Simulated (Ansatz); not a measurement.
# B2H (quartet): correlated methods under varied settings at distance B1–H3 = 1.060 Å

What do other methods and options give for B2H (quartet) at this geometry, and how long do they take?

The runs use Ansatz 0.2.0, Gaussian basis; the settings change from run to run.

24 further runs of the same task are left out: 2 for a known fault of the program, 17 that didn't finish, 5 set aside as unsound or not needed.

### 1 The geometry

The geometry derives from a PBE0/def2-TZVP stationary point (not a proven minimum). One bond is set to the value named and the two fragments are kept rigid.

3 atoms, charge 0, spin multiplicity 4.

Atoms are counted from 1 here; the program's logs count them from 0.

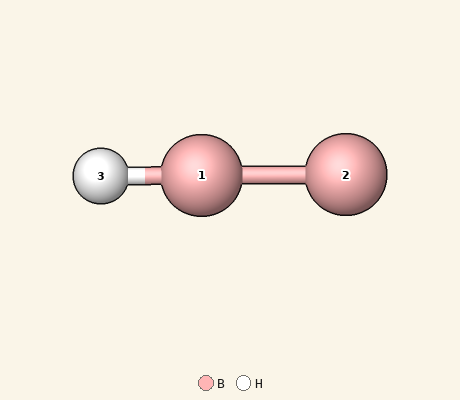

The structure; boron pink, hydrogen white; atoms are numbered from 1 in the order of the file.

### 2 NEVPT2(5,5)/6-31G

File in.yaml:

```yaml
crystal:
  periodic: [false, false, false]
  atoms:
    - {symbol: B, position_ang: [0.000000, 0.000000, 0.153476]}
    - {symbol: B, position_ang: [0.000000, 0.000000, -1.366951]}
    - {symbol: H, position_ang: [0.000000, 0.000000, 1.213476]}
basis:
  gaussian: {orbitals: 6-31G}
magnetization: {spin_polarized: false, initial_magnetization: 3}
correlation: {method: sc_nevpt2, electrons: all, active_space: {window: {electrons: 5, orbitals: 5}, states: [{multiplicity: 4, weights: [1, 0.5]}]}}
scf: {lower_state_search: off}
output: {forces: true}
```

The run is started by

```console
ansatz run in.yaml --threads 1 --pin off --events-out ev --progress --plain --max-ram 2393MiB
```

The log of the run:

```text
Functional definition: HF
  name "HF"
  cite "Fock, Z. Phys. 61, 126 (1930) doi:10.1007/BF01340294"
  parent pbe
  exchange = exact_x
  correlation = 0
these checks for a lower state are left out or cut short: stability, starts, cluster_reference, orbital_swaps, neighbouring_geometries, increment
436 factors; integrals over basis functions are off by at most 1.4e-7 eV
mean field evaluation 1: about -1352.8875 eV, gradient 9.9e0 eV
mean field evaluation 2: about -1352.8943 eV, gradient 9.9e0 eV
mean field evaluation 4: about -1354.2748 eV, gradient 1.2e0 eV
mean field evaluation 8: about -1354.3137 eV, gradient 1.2e-3 eV
mean field -1354.31368940 eV, -49.7701100987 hartree, gradient 2.2e-6 eV, S^2 3.750000; 0 other end points of the search recorded, 0 dependent functions left out
reference -1354.31368940 eV, -49.7701100987 hartree; 7, 4 occupied and 13, 16 virtual orbitals, 436 factors
state -1354.44342532 eV, -49.7748778057 hartree
state -1350.34015714 eV, -49.6240854815 hartree
state -1354.44342532 eV, -49.7748778057 hartree; corrected -1356.13480095 eV, -49.8370347136 hartree
state -1350.34015714 eV, -49.6240854815 hartree; corrected -1351.55559742 eV, -49.6687520878 hartree
the calculation of the forces begins
Total energy: -1354.60839977 eV, -49.7809405050 hartree
Atom 0 at     0.000000     0.000000     0.153476 Å, force     0.000000     0.000000    -1.397472 eV/Å
Atom 1 at     0.000000     0.000000    -1.366951 Å, force     0.000000    -0.000000    -3.046949 eV/Å
Atom 2 at     0.000000     0.000000     1.213476 Å, force    -0.000000    -0.000000     4.444421 eV/Å
Dipole moment:    -0.000000    -0.000000     0.101610 e Å
Checks for a lower state left out: stability, starts, cluster_reference, orbital_swaps, neighbouring_geometries, increment
```

Wall time 0.85 s (1 thread of Intel Xeon at 2.50GHz, shared host).

From the report: 8 determinants; active occupations (of the averaged states) 1.99, 1.00, 1.00, 0.67, 0.34.

### 3 CASSCF(7,8)/6-31G

File in.yaml:

```yaml
crystal:
  periodic: [false, false, false]
  atoms:
    - {symbol: B, position_ang: [0.000000, 0.000000, 0.153476]}
    - {symbol: B, position_ang: [0.000000, 0.000000, -1.366951]}
    - {symbol: H, position_ang: [0.000000, 0.000000, 1.213476]}
basis:
  gaussian: {orbitals: 6-31G}
magnetization: {spin_polarized: false, initial_magnetization: 3}
correlation: {active_space: {window: {electrons: 7, orbitals: 8}}}
output: {forces: true}
```

The command is unchanged.

The log of the run, cut to the lines that bear on the results:

```text
Functional definition: HF
  name "HF"
  cite "Fock, Z. Phys. 61, 126 (1930) doi:10.1007/BF01340294"
  parent pbe
[...]
284 factors; integrals over basis functions are off by at most 1.8e-4 eV
[...]
mean field -1354.31365494 eV, -49.7701088323 hartree, gradient 2.2e-6 eV, S^2 3.750000; 0 other end points of the search recorded, 0 dependent functions left out
reference -1354.31365494 eV, -49.7701088323 hartree; 7, 4 occupied and 13, 16 virtual orbitals, 284 factors
state -1355.57292608 eV, -49.8163861933 hartree
[...]
Total energy: -1355.57292608 eV, -49.8163861933 hartree
Atom 0 at     0.000000     0.000000     0.153476 Å, force    -0.000000    -0.000000    -2.907421 eV/Å
Atom 1 at     0.000000     0.000000    -1.366951 Å, force     0.000000     0.000000    -1.207374 eV/Å
Atom 2 at     0.000000     0.000000     1.213476 Å, force    -0.000000    -0.000000     4.114794 eV/Å
Dipole moment:    -0.000000     0.000000     0.136343 e Å
```

It took 2.5 s on 1 thread of Intel Xeon at 2.50GHz, shared host.

From the report: 1,568 determinants; active occupations 1.99, 1.97, 1.00, 0.98, 0.98, 0.03, 0.03, 0.02.

### 4 CCSDT on UHF/6-31G

File in.yaml:

```yaml
crystal:
  periodic: [false, false, false]
  atoms:
    - {symbol: B, position_ang: [0.000000, 0.000000, 0.153476]}
    - {symbol: B, position_ang: [0.000000, 0.000000, -1.366951]}
    - {symbol: H, position_ang: [0.000000, 0.000000, 1.213476]}
basis:
  gaussian: {orbitals: 6-31G}
magnetization: {spin_polarized: true, initial_magnetization: 3}
correlation: {method: ccsdt, electrons: valence}
```

Same command.

The log of the run, cut to the lines that bear on the results:

```text
Functional definition: HF
  name "HF"
  cite "Fock, Z. Phys. 61, 126 (1930) doi:10.1007/BF01340294"
  parent pbe
[...]
436 factors; integrals over basis functions are off by at most 1.4e-7 eV
[...]
mean field -1354.35058196 eV, -49.7714658753 hartree, gradient 2.7e-6 eV, S^2 3.754274; 0 other end points of the search recorded, 0 dependent functions left out
2 core orbitals not correlated: weight in the atoms' cores, before any rotation towards them, 1.000 or more for the frozen orbitals, at most 0.000 for the correlated occupied ones
reference -1354.35058196 eV, -49.7714658753 hartree; 5, 2 occupied and 13, 16 virtual orbitals, 436 factors
second order -1.69091821 eV of doubles, -0.00000000 eV of singles
cycle   1  -2.03815454 eV  change   -3.5e-1 eV  update   5.5e-2
[...]
cycle  15  -2.28680049 eV  change    2.1e-7 eV  update   1.3e-7
Total energy: -1356.63738245 eV, -49.8555042432 hartree
```

Run time: 1.7 s. Hardware: 1 thread of Intel Xeon at 2.50GHz, shared host.

From the report: ⟨S²⟩ of the determinant 3.754 (pure quartet: 3.75); correlation -2.2868 eV; T1 0.017; largest double amplitude 0.10.

### 5 CCSDT on UHF/STO-3G

Edit in.yaml of step 4 so:

```diff
@@ -7,4 +7,5 @@
 basis:
-  gaussian: {orbitals: 6-31G}
+  gaussian: {orbitals: STO-3G}
 magnetization: {spin_polarized: true, initial_magnetization: 3}
-correlation: {method: ccsdt, electrons: valence}
+correlation: {method: ccsdt, electrons: outside_noble_gas}
+scf: {omitted_lower_state_checks: [cluster_reference]}
```

The command is unchanged.

The log of the run, cut to the lines that bear on the results:

```text
Functional definition: HF
  name "HF"
  cite "Fock, Z. Phys. 61, 126 (1930) doi:10.1007/BF01340294"
  parent pbe
[...]
167 factors; integrals over basis functions are off by at most 3.5e-8 eV
[...]
mean field -1336.12681598 eV, -49.1017548281 hartree, gradient 2.8e-6 eV, S^2 3.754018; 2 other end points of the search recorded, 0 dependent functions left out
2 core orbitals not correlated: weight in the atoms' cores, before any rotation towards them, 1.000 or more for the frozen orbitals, at most 0.000 for the correlated occupied ones
reference -1336.12681598 eV, -49.1017548281 hartree; 5, 2 occupied and 4, 7 virtual orbitals, 167 factors
second order -1.43227518 eV of doubles, -0.00000000 eV of singles
cycle   1  -1.78529559 eV  change   -3.5e-1 eV  update   5.4e-2
[...]
cycle  13  -2.00955477 eV  change   -1.8e-7 eV  update   1.6e-7
Total energy: -1338.13637076 eV, -49.1756046039 hartree
Checks for a lower state left out: cluster_reference
```

Wall time 1.4 s (1 thread of Intel Xeon at 2.50GHz, shared host).

From the report: ⟨S²⟩ of the determinant 3.754 (pure quartet: 3.75); correlation -2.0096 eV; T1 0.013; largest double amplitude 0.14.

### 6 CASSCF(3,9)/6-31G*

File in.yaml:

```yaml
crystal:
  periodic: [false, false, false]
  atoms:
    - {symbol: B, position_ang: [0.000000, 0.000000, 0.153476]}
    - {symbol: B, position_ang: [0.000000, 0.000000, -1.366951]}
    - {symbol: H, position_ang: [0.000000, 0.000000, 1.213476]}
basis:
  gaussian: {orbitals: "6-31G*"}
magnetization: {spin_polarized: false, initial_magnetization: 3}
correlation: {active_space: {window: {electrons: 3, orbitals: 9}, states: [{multiplicity: 4, weights: [1, 1, 1, 1]}]}}
accuracy: high
output: {forces: true}
```

The command is unchanged.

The log of the run, cut to the lines that bear on the results:

```text
Functional definition: HF
  name "HF"
  cite "Fock, Z. Phys. 61, 126 (1930) doi:10.1007/BF01340294"
  parent pbe
[...]
595 factors; integrals over basis functions are off by at most 2.8e-9 eV
[...]
mean field -1354.62962603 eV, -49.7817205557 hartree, gradient 1.9e-8 eV, S^2 3.750000; 0 other end points of the search recorded, 0 dependent functions left out
reference -1354.62962603 eV, -49.7817205557 hartree; 7, 4 occupied and 25, 28 virtual orbitals, 595 factors
state -1355.01266448 eV, -49.7957969589 hartree
state -1350.66358322 eV, -49.6359711705 hartree
state -1350.65699385 eV, -49.6357290159 hartree
state -1350.49140497 eV, -49.6296437365 hartree
[...]
Total energy: -1351.70616163 eV, -49.6742852205 hartree
Atom 0 at     0.000000     0.000000     0.153476 Å, force     0.000000    -0.000000     1.464323 eV/Å
Atom 1 at     0.000000     0.000000    -1.366951 Å, force    -0.000000     0.000000    -5.594738 eV/Å
Atom 2 at     0.000000     0.000000     1.213476 Å, force     0.000000     0.000000     4.130415 eV/Å
Dipole moment:    -0.000000     0.000000     0.064977 e Å
```

Wall time 3.9 s (1 thread of Intel Xeon at 2.50GHz, shared host).

From the report: 84 determinants; active occupations (of the averaged states) 1.00, 0.62, 0.62, 0.38, 0.38, 0.00, 0.00, 0.00, 0.00.

### 7 MP2 on UHF/def2-SVPD

File in.yaml:

```yaml
crystal:
  periodic: [false, false, false]
  atoms:
    - {symbol: B, position_ang: [0.000000, 0.000000, 0.153476]}
    - {symbol: B, position_ang: [0.000000, 0.000000, -1.366951]}
    - {symbol: H, position_ang: [0.000000, 0.000000, 1.213476]}
basis:
  gaussian: {orbitals: def2-SVPD}
magnetization: {spin_polarized: true, initial_magnetization: 3}
correlation: {method: mp2, electrons: valence}
output: {forces: true}
```

Launched as before.

The log of the run, cut to the lines that bear on the results:

```text
Functional definition: HF
  name "HF"
  cite "Fock, Z. Phys. 61, 126 (1930) doi:10.1007/BF01340294"
  parent pbe
[...]
479 factors; integrals over basis functions are off by at most 1.3e-3 eV
[...]
mean field -1353.60300366 eV, -49.7439928796 hartree, gradient 9.0e-7 eV, S^2 3.754023; 0 other end points of the search recorded, 0 dependent functions left out
2 core orbitals not correlated: weight in the atoms' cores, before any rotation towards them, 1.000 or more for the frozen orbitals, at most 0.000 for the correlated occupied ones
reference -1353.60300366 eV, -49.7439928796 hartree; 5, 2 occupied and 41, 44 virtual orbitals, 479 factors
second order -2.84773309 eV of doubles, -0.00000000 eV of singles
[...]
Total energy: -1356.45073675 eV, -49.8486451403 hartree
Atom 0 at     0.000000     0.000000     0.153476 Å, force    -0.000000     0.000000    -4.076749 eV/Å
Atom 1 at     0.000000     0.000000    -1.366951 Å, force     0.000000    -0.000000    -0.594908 eV/Å
Atom 2 at     0.000000     0.000000     1.213476 Å, force    -0.000000    -0.000000     4.671657 eV/Å
Dipole moment:     0.000000     0.000000     0.139159 e Å
```

Run time: 1.1 s. Hardware: 1 thread of Intel Xeon at 2.50GHz, shared host.

From the report: ⟨S²⟩ of the determinant 3.754 (pure quartet: 3.75).

### 8 BCCD(T)/cc-pVDZ

File in.yaml:

```yaml
crystal:
  periodic: [false, false, false]
  atoms:
    - {symbol: B, position_ang: [0.000000, 0.000000, 0.153476]}
    - {symbol: B, position_ang: [0.000000, 0.000000, -1.366951]}
    - {symbol: H, position_ang: [0.000000, 0.000000, 1.213476]}
basis:
  gaussian: {orbitals: cc-pVDZ}
magnetization: {spin_polarized: false, initial_magnetization: 3}
hamiltonian: {xc: {name: B3LYP}}
correlation: {method: bccd_t, electrons: valence}
accuracy: high
output: {forces: true}
```

The command is unchanged.

The log of the run, cut to the lines that bear on the results:

```text
Functional definition: B3LYP
  name "B3LYP"
  cite "Stephens, Devlin, Chabalowski & Frisch, J. Phys. Chem. 98, 11623 (1994) doi:10.1021/j100096a001"
  cite "Becke, Phys. Rev. A 38, 3098 (1988) doi:10.1103/PhysRevA.38.3098"
  cite "Lee, Yang & Parr, Phys. Rev. B 37, 785 (1988) doi:10.1103/PhysRevB.37.785"
  cite "Vosko, Wilk & Nusair, Can. J. Phys. 58, 1200 (1980) doi:10.1139/p80-159"
[...]
627 factors; integrals over basis functions are off by at most 2.6e-9 eV
[...]
mean field -1362.99867965 eV, -50.0892776033 hartree, gradient 4.1e-8 eV, S^2 3.750000; 0 other end points of the search recorded, 0 dependent functions left out
2 core orbitals not correlated: weight in the atoms' cores, before any rotation towards them, 1.000 or more for the frozen orbitals, at most 0.000 for the correlated occupied ones
reference -1354.59312665 eV, -49.7803792283 hartree; 5, 2 occupied and 26, 29 virtual orbitals, 627 factors
second order -2.86907819 eV of doubles, -0.12079788 eV of singles
cycle   1  -3.43214536 eV  change   -4.4e-1 eV  update   4.7e-2
[...]
cycle  21  -3.57973978 eV  change   2.9e-11 eV  update  3.8e-10
perturbative correction -0.10980665 eV, -0.0040353199 hartree
[...]
Total energy: -1358.28267308 eV, -49.9159675587 hartree
Atom 0 at     0.000000     0.000000     0.153476 Å, force    -0.000000    -0.000000    -3.787026 eV/Å
Atom 1 at     0.000000     0.000000    -1.366951 Å, force     0.000000     0.000000    -1.087685 eV/Å
Atom 2 at     0.000000     0.000000     1.213476 Å, force     0.000000     0.000000     4.874711 eV/Å
Dipole moment:     0.000000     0.000000     0.146390 e Å
```

Run time: 8.5 s. Hardware: 1 thread of Intel Xeon at 2.50GHz, shared host.

From the report: correlation -3.6895 eV; largest double amplitude 0.08.

### 9 CCSDT(Q) on ROHF/6-31G

Edit in.yaml of step 8 so:

```diff
@@ -7,6 +7,5 @@
 basis:
-  gaussian: {orbitals: cc-pVDZ}
+  gaussian: {orbitals: 6-31G}
 magnetization: {spin_polarized: false, initial_magnetization: 3}
-hamiltonian: {xc: {name: B3LYP}}
-correlation: {method: bccd_t, electrons: valence}
+correlation: {method: ccsdt_q, electrons: outside_noble_gas}
 accuracy: high
```

The command is unchanged.

The log of the run, cut to the lines that bear on the results:

```text
Functional definition: HF
  name "HF"
  cite "Fock, Z. Phys. 61, 126 (1930) doi:10.1007/BF01340294"
  parent pbe
[...]
453 factors; integrals over basis functions are off by at most 3.2e-9 eV
[...]
mean field -1354.31368943 eV, -49.7701100996 hartree, gradient 2.1e-8 eV, S^2 3.750000; 0 other end points of the search recorded, 0 dependent functions left out
2 core orbitals not correlated: weight in the atoms' cores, before any rotation towards them, 1.000 or more for the frozen orbitals, at most 0.000 for the correlated occupied ones
reference -1354.31368943 eV, -49.7701100996 hartree; 5, 2 occupied and 13, 16 virtual orbitals, 453 factors
second order -1.69803784 eV of doubles, -0.02051348 eV of singles
cycle   1  -2.07215666 eV  change   -3.5e-1 eV  update   5.5e-2
[...]
cycle  23  -2.32321279 eV  change  -1.4e-10 eV  update  3.6e-10
perturbative correction -0.00402456 eV, -0.0001478998 hartree
[...]
Total energy: -1356.64092677 eV, -49.8556344946 hartree
Atom 0 at     0.000000     0.000000     0.153476 Å, force     0.000000     0.000000    -3.616230 eV/Å
Atom 1 at     0.000000     0.000000    -1.366951 Å, force    -0.000000     0.000000    -1.066173 eV/Å
Atom 2 at     0.000000     0.000000     1.213476 Å, force    -0.000000    -0.000000     4.682403 eV/Å
Dipole moment:     0.000000    -0.000000     0.122525 e Å
```

Wall time 13 s (1 thread of Intel Xeon at 2.50GHz, shared host).

From the report: correlation -2.3272 eV; T1 0.021; largest double amplitude 0.10.

### 10 BCCD(T) on UHF/def2-SVPD

File in.yaml:

```yaml
crystal:
  periodic: [false, false, false]
  atoms:
    - {symbol: B, position_ang: [0.000000, 0.000000, 0.153476]}
    - {symbol: B, position_ang: [0.000000, 0.000000, -1.366951]}
    - {symbol: H, position_ang: [0.000000, 0.000000, 1.213476]}
basis:
  gaussian: {orbitals: def2-SVPD}
magnetization: {spin_polarized: true, initial_magnetization: 3}
correlation: {method: bccd_t, electrons: all}
output: {forces: true}
```

The command is unchanged.

The log of the run, cut to the lines that bear on the results:

```text
Functional definition: HF
  name "HF"
  cite "Fock, Z. Phys. 61, 126 (1930) doi:10.1007/BF01340294"
  parent pbe
[...]
479 factors; integrals over basis functions are off by at most 1.3e-3 eV
[...]
mean field -1353.60300366 eV, -49.7439928796 hartree, gradient 9.0e-7 eV, S^2 3.754023; 0 other end points of the search recorded, 0 dependent functions left out
reference -1353.60300366 eV, -49.7439928796 hartree; 7, 4 occupied and 41, 44 virtual orbitals, 479 factors
second order -2.96831548 eV of doubles, -0.00000000 eV of singles
cycle   1  -3.45501748 eV  change   -4.9e-1 eV  update   5.5e-2
[...]
cycle  11  -3.63420835 eV  change    7.7e-8 eV  update   1.0e-6
perturbative correction -0.12501805 eV, -0.0045943285 hartree
[...]
Total energy: -1357.36223007 eV, -49.8821419017 hartree
Atom 0 at     0.000000     0.000000     0.153476 Å, force    -0.000000    -0.000000    -3.915624 eV/Å
Atom 1 at     0.000000     0.000000    -1.366951 Å, force    -0.000000     0.000000    -0.783129 eV/Å
Atom 2 at     0.000000     0.000000     1.213476 Å, force     0.000000    -0.000000     4.698753 eV/Å
Dipole moment:     0.000000     0.000000     0.145010 e Å
```

It took 8.5 s on 1 thread of Intel Xeon at 2.50GHz, shared host.

From the report: ⟨S²⟩ of the determinant 3.754 (pure quartet: 3.75); correlation -3.7592 eV; largest double amplitude 0.07.

### 11 All runs side by side

Where basis and cores are those of an earlier FCI/6-31G run (-1356.6423 eV), and the state is the same kind, the miss against it is given.

| level | correlated | functions | energy (eV) | from FCI (meV) | time |
| --- | --- | --- | --- | --- | --- |
| NEVPT2(5,5)/6-31G (mean of several states) | all | 20 | -1354.6084 |  | 0.85 s |
| CASSCF(7,8)/6-31G |  | 20 | -1355.5729 | 1069.4 | 2.5 s |
| CCSDT on UHF/6-31G | valence | 20 | -1356.6374 | 4.9 | 1.7 s |
| CCSDT on UHF/STO-3G | outside noble gas | 11 | -1338.1364 |  | 1.4 s |
| CASSCF(3,9)/6-31G* (mean of several states) |  | 32 | -1351.7062 |  | 3.9 s |
| MP2 on UHF/def2-SVPD | valence | 48 | -1356.4507 |  | 1.1 s |
| BCCD(T)/cc-pVDZ (on B3LYP orbitals) | valence | 33 | -1358.2827 |  | 8.5 s |
| CCSDT(Q) on ROHF/6-31G | outside noble gas | 20 | -1356.6409 | 1.4 | 13 s |
| BCCD(T) on UHF/def2-SVPD | all | 48 | -1357.3622 |  | 8.5 s |

### 12 What came out

| quantity | value |
| --- | --- |
| runs | 9 |
| quickest | NEVPT2(5,5)/6-31G (mean of several states), 0.85 s |
| slowest | CCSDT(Q) on ROHF/6-31G, 13 s |

Total energies in different bases, with other cores or another treatment of relativity can't be set against each other. CCSDT(Q) on ROHF/6-31G took 15 times as long as NEVPT2(5,5)/6-31G (mean of several states); the jobs differ in more than the method. Among the correlated runs with a miss given, it spans +1 to +5 meV. Hartree-Fock, CASSCF and CASCI lack dynamic correlation by design.
